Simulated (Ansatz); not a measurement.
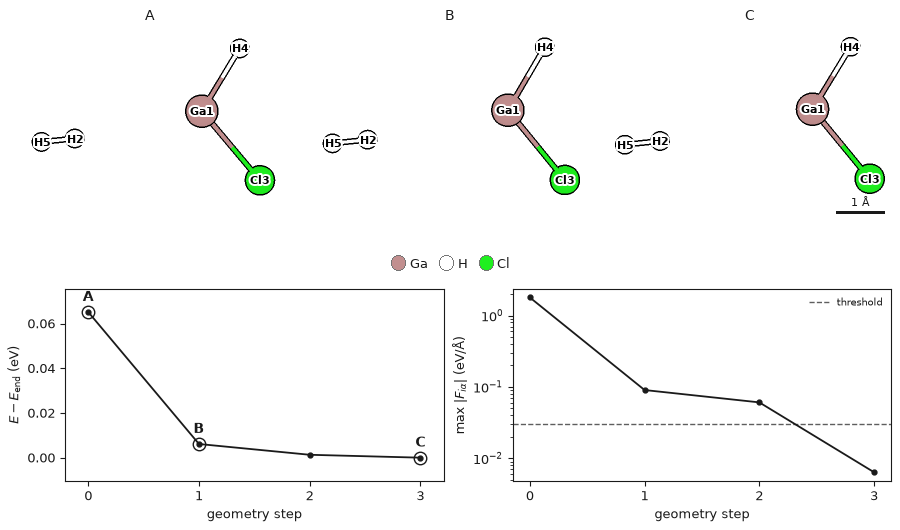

Frames of a relaxation of GaH₃Cl (multiplicity 2), marked on the history of the run. The picture is a ball-and-stick view, seen at a tilt.

The run prepares an end point of a later path (reaction) calculation, from a guessed geometry.

Level of theory: Ansatz 0.2.0, UKS B3LYP-D4/def2-SVP. (collinear spin; force threshold 0.03 eV/Å; at most 50 steps)

Question: Describe the path.

Answer: After 3 geometry steps the energy has fallen by 0.065 eV. Largest force component: 1.8 eV/Å at the start, 0.0064 eV/Å at the end. H5 moves most after the best rigid fit: 0.36 Å. By element the largest moves are H 0.36 Å, Ga 0.23 Å, Cl 0.21 Å. Near-neighbour distances that change, for instance: H2–H5 0.720 → 0.762 Å, Ga1–Cl3 2.202 → 2.195 Å, Ga1–H4 1.625 → 1.620 Å. Cost: 7.5 s on 1 thread of Intel(R) Xeon(R) 6975P-C (Granite Rapids), with other jobs on the host, peak memory 0.18 GiB. From step 0 to 1: H5 moves most (0.19 Å), energy −0.059 eV. From step 1 to 3: H atoms move most (0.17 Å), energy −0.006 eV.

```
step  E − E(0), eV  largest force component, eV/Å
   0        0.0000                         1.7916
   1       -0.0590                         0.0905
   2       -0.0638                         0.0608
   3       -0.0651                         0.0064
```

Limits of the set-up: the start holds two separate molecules, 2.8 Å apart at their closest, whose relative position is a soft coordinate.
